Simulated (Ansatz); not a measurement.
Consider H7NSi2.

Input

```
crystal:
  periodic: [false, false, false]
  atoms:
    - {symbol: Si, position_ang: [-0.901104, 0.125076, -0.007985]}
    - {symbol: Si, position_ang: [1.011805, -1.017841, 0.744172]}
    - {symbol: H, position_ang: [-1.797491, -0.854761, -0.680791]}
    - {symbol: N, position_ang: [-0.610737, 1.415590, -1.118950]}
    - {symbol: H, position_ang: [-1.599664, 0.697154, 1.175691]}
    - {symbol: H, position_ang: [0.662927, -2.110573, 1.695585]}
    - {symbol: H, position_ang: [1.746717, -1.620079, -0.404485]}
    - {symbol: H, position_ang: [1.942819, -0.080955, 1.435295]}
    - {symbol: H, position_ang: [-0.156440, 2.251915, -0.786895]}
    - {symbol: H, position_ang: [-0.298731, 1.194675, -2.051636]}
basis:
  gaussian: {orbitals: def2-TZVPP}
hamiltonian: {xc: pbe0, dispersion: d4}
output: {orbitals: {seedname: orbitals}}
```

Launched as:

```sh
ansatz run in.yaml --threads 2 --pin off --events-out ev --progress --plain --max-ram 4352MiB
```

The product side of a reaction path; geometry: PBE0-D4/def2-TZVP.

All numbers below come from RKS PBE0-D4/def2-TZVPP (Ansatz).

Predict the electron density and electron localisation function between the atoms.

Answer. Si–N (1.73 Å): ρ at the midpoint is about 1.1 e/Å³; the ELF peaks at about 0.90 between the atoms (a polar covalent bond).
Si–Si (2.35 Å): the density is about 0.64 e/Å³ at the midpoint; the ELF peaks at about 1 between the atoms, as expected for a shared electron pair.
Si–H (1.49 Å): ρ is about 0.78 e/Å³ halfway; the ELF climbs to about 1 towards the hydrogen, as it does in any bond to H.

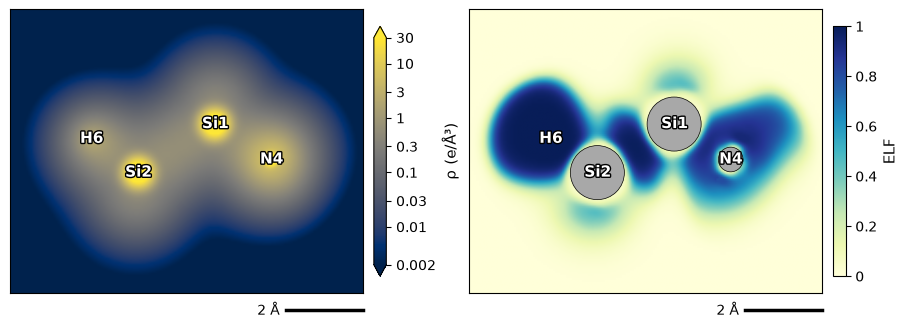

Computed electron density and electron localisation function on the plane of atoms Si2, Si1 and N4, in this order. Grey discs cover the atomic cores in the ELF map. 
